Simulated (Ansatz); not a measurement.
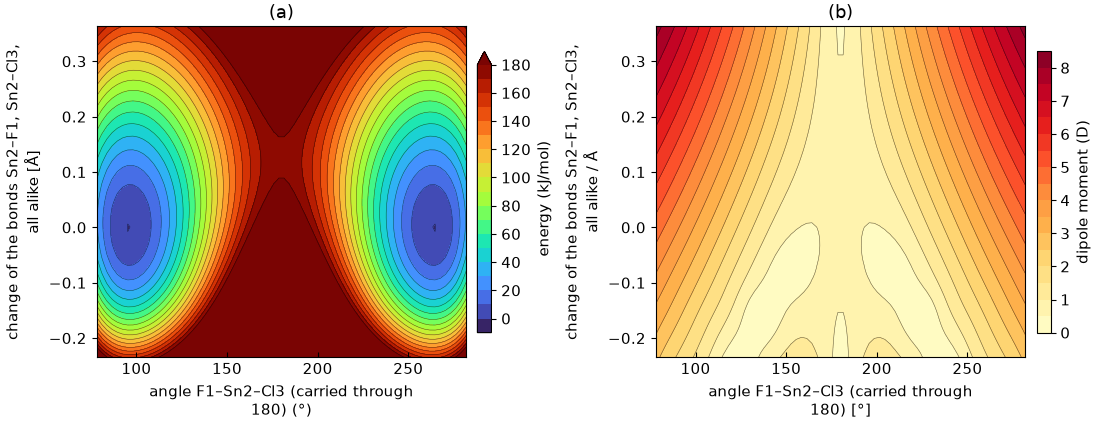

ClFSn, SMILES [F][Sn][Cl]. The first coordinate is: angle F1–Sn2–Cl3 (carried through 180); the second: change of the bonds Sn2–F1, Sn2–Cl3, all alike. Nothing is relaxed (all other coordinates rigid). The scan uses a 15 × 15 grid; 120 points were computed and 105 follow by symmetry. Points are written as (first, second). All energies are given in kJ/mol relative to the relaxed molecule at the same level. These are results of RHF/def2-TZVP in Ansatz, not measurements.

Panel (a) is the energy; panel (b) is the computed dipole moment, in D.

In the figure: filled contours, one colour for all values above the top of the scale. Between grid points the surface is interpolated.

> How does the dipole moment vary over the map, and what is it at the lowest grid point?

Leaving out the highest fifth of the energies, it runs from 0.1 D at (136.3°, −0.149 Å) to 8.2 D at (78.0°, 0.363 Å). At the lowest grid point, (92.5°, 0.021 Å), it is 4.1 D.

| second ↓, first → | 78.0 | 92.5 | 107.1 | 121.7 | 136.3 | 150.8 | 165.4 | 180.0 | 194.6 | 209.2 | 223.7 | 238.3 | 252.9 | 267.5 | 282.0 |
| --- | --- | --- | --- | --- | --- | --- | --- | --- | --- | --- | --- | --- | --- | --- | --- |
| 0.363 | 8.2 | 7.2 | 6.1 | 4.9 | 3.7 | 2.5 | 1.3 | 0.5 | 1.3 | 2.5 | 3.7 | 4.9 | 6.1 | 7.2 | 8.2 |
| 0.320 | 7.8 | 6.8 | 5.7 | 4.6 | 3.4 | 2.3 | 1.2 | 0.5 | 1.2 | 2.3 | 3.4 | 4.6 | 5.7 | 6.8 | 7.8 |
| 0.278 | 7.4 | 6.5 | 5.4 | 4.3 | 3.2 | 2.1 | 1.1 | 0.5 | 1.1 | 2.1 | 3.2 | 4.3 | 5.4 | 6.5 | 7.4 |
| 0.235 | 7.0 | 6.1 | 5.0 | 4.0 | 2.9 | 1.9 | 1.0 | 0.5 | 1.0 | 1.9 | 2.9 | 4.0 | 5.0 | 6.1 | 7.0 |
| 0.192 | 6.6 | 5.7 | 4.7 | 3.6 | 2.6 | 1.7 | 0.9 | 0.5 | 0.9 | 1.7 | 2.6 | 3.6 | 4.7 | 5.7 | 6.6 |
| 0.149 | 6.2 | 5.3 | 4.3 | 3.3 | 2.3 | 1.5 | 0.8 | 0.6 | 0.8 | 1.5 | 2.3 | 3.3 | 4.3 | 5.3 | 6.2 |
| 0.107 | 5.8 | 4.9 | 3.9 | 3.0 | 2.0 | 1.2 | 0.7 | 0.6 | 0.7 | 1.2 | 2.0 | 3.0 | 3.9 | 4.9 | 5.8 |
| 0.064 | 5.4 | 4.5 | 3.6 | 2.6 | 1.7 | 1.0 | 0.6 | 0.6 | 0.6 | 1.0 | 1.7 | 2.6 | 3.6 | 4.5 | 5.4 |
| 0.021 | 5.0 | 4.1 | 3.2 | 2.3 | 1.4 | 0.7 | 0.5 | 0.6 | 0.5 | 0.7 | 1.4 | 2.3 | 3.2 | 4.1 | 5.0 |
| −0.021 | 4.6 | 3.7 | 2.8 | 1.9 | 1.1 | 0.5 | 0.5 | 0.6 | 0.5 | 0.5 | 1.1 | 1.9 | 2.8 | 3.7 | 4.6 |
| −0.064 | 4.2 | 3.3 | 2.4 | 1.6 | 0.8 | 0.3 | 0.5 | 0.6 | 0.5 | 0.3 | 0.8 | 1.6 | 2.4 | 3.3 | 4.2 |
| −0.107 | 3.8 | 2.9 | 2.1 | 1.2 | 0.4 | 0.3 | 0.5 | 0.5 | 0.5 | 0.3 | 0.4 | 1.2 | 2.1 | 2.9 | 3.8 |
| −0.149 | 3.4 | 2.6 | 1.7 | 0.9 | 0.1 | 0.5 | 0.7 | 0.5 | 0.7 | 0.5 | 0.1 | 0.9 | 1.7 | 2.6 | 3.4 |
| −0.192 | 3.0 | 2.2 | 1.4 | 0.5 | 0.2 | 0.8 | 0.9 | 0.5 | 0.9 | 0.8 | 0.2 | 0.5 | 1.4 | 2.2 | 3.0 |
| −0.235 | 2.6 | 1.8 | 1.0 | 0.2 | 0.6 | 1.1 | 1.1 | 0.4 | 1.1 | 1.1 | 0.6 | 0.2 | 1.0 | 1.8 | 2.6 |
